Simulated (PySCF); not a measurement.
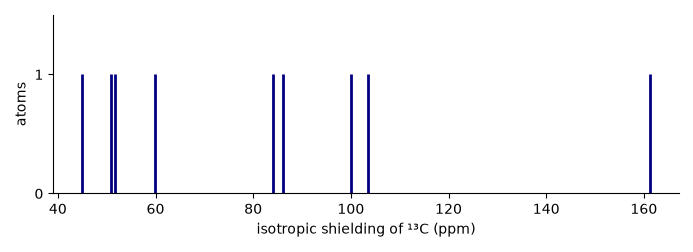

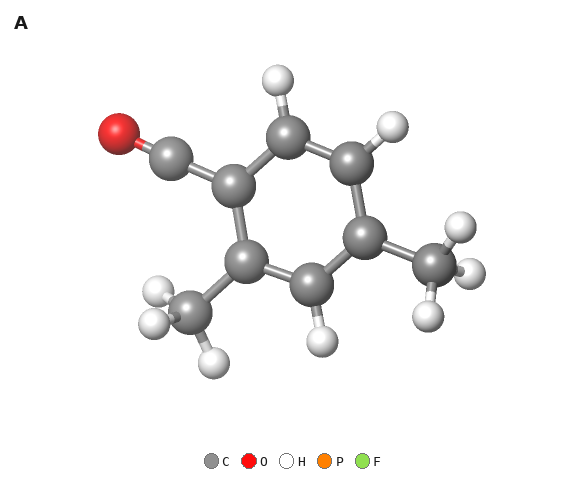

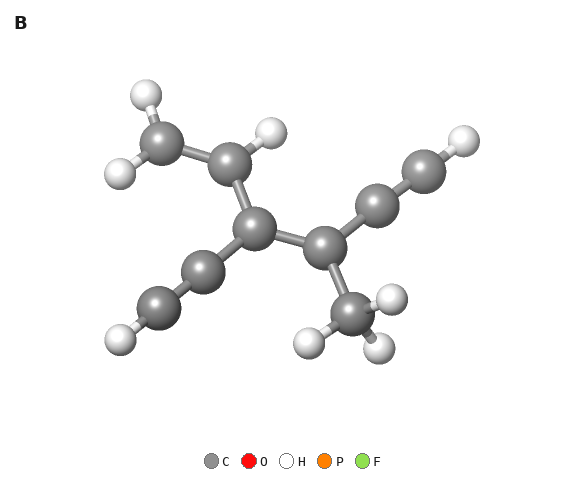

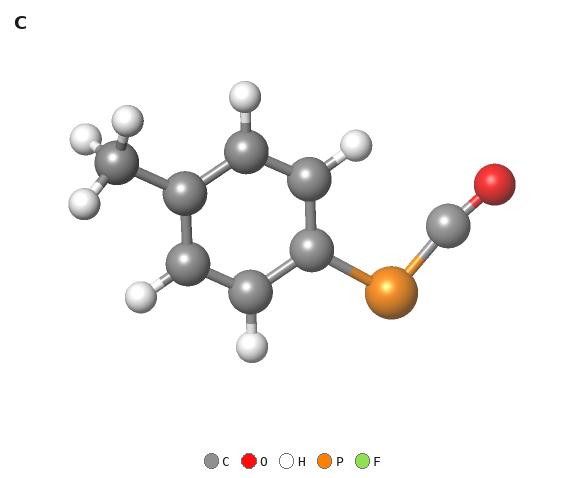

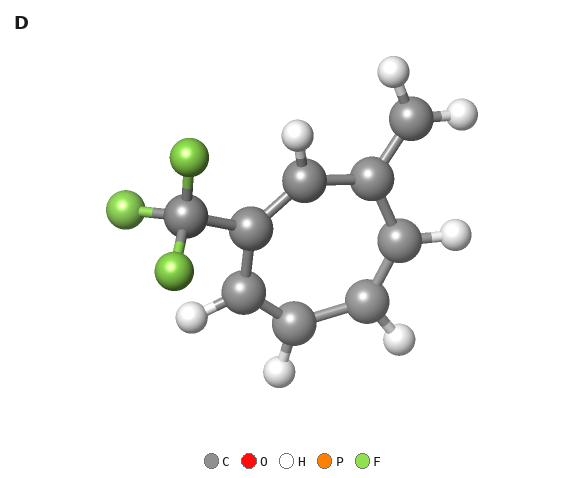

The sticks are computed shieldings of one of the molecules, for one fixed geometry (GFN2-xTB) without averaging over rotations. Low shielding means a high chemical shift. Method: GIAO PBE0/pcSseg-1 NMR shielding, non-relativistic, gas phase (PySCF 2.14.0).

Which molecule gives this pattern?

B, `C#C/C(C)=C(/C#C)C=C`. Its 9 C atoms give lines at 44.9, 50.8, 51.7, 60.0, 84.1, 86.1, 100.0, 103.5, 161.3 ppm.

The geometry is semi-empirical. Around P such bond lengths and angles can be off by a tenth of an ångström or more and by several degrees, and values that hang on the shape move with them.
